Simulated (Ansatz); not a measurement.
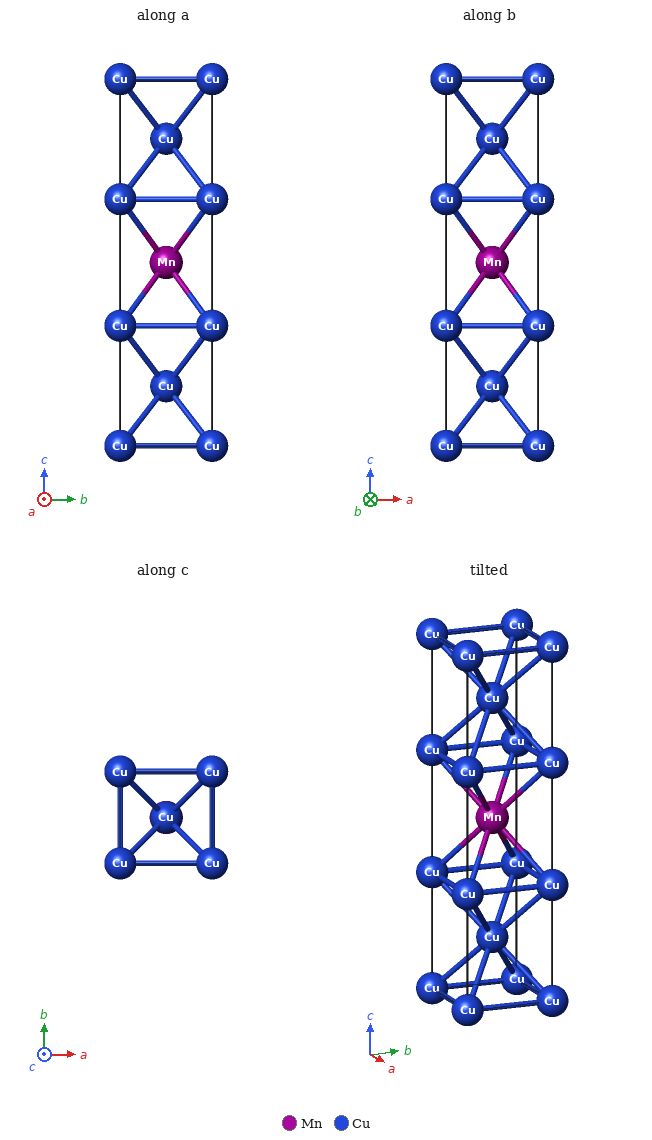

Ball-and-stick representation of a periodic structure, projected along the a axis, along the b axis, along the c axis and slightly off an axis. The outline marks the conventional unit cell.

Lattice parameters: a = 2.731 Å, b = 2.731 Å, c = 10.908 Å, α = 90.00°, β = 90.00°, γ = 90.00°. Put a along x and b in the xy plane.

Question: Set out the cell and atoms as a POSCAR file, with free fractional coordinates to two decimals.

Answer:
```
Mn Cu
1.0
     2.731    0.000    0.000
     0.000    2.731    0.000
     0.000    0.000   10.908
Mn Cu
1 5
Direct
  0.50 0.50 0.50
  0.00 0.00 0.00
  0.50 0.50 0.16
  0.00 0.00 0.33
  0.00 0.00 0.67
  0.50 0.50 0.84
```

The structure comes from a structure type filled with these elements by a generator (whether the compound takes this form wasn't checked). It was relaxed at fixed volume with DFT PBE, scalar-relativistic, plane waves, PAW (Ansatz 0.2.0).

At this level of theory the run's own cell isn't at rest (stretched, at -10 GPa), so its distances can differ from those at equilibrium, the more so the softer the solid.
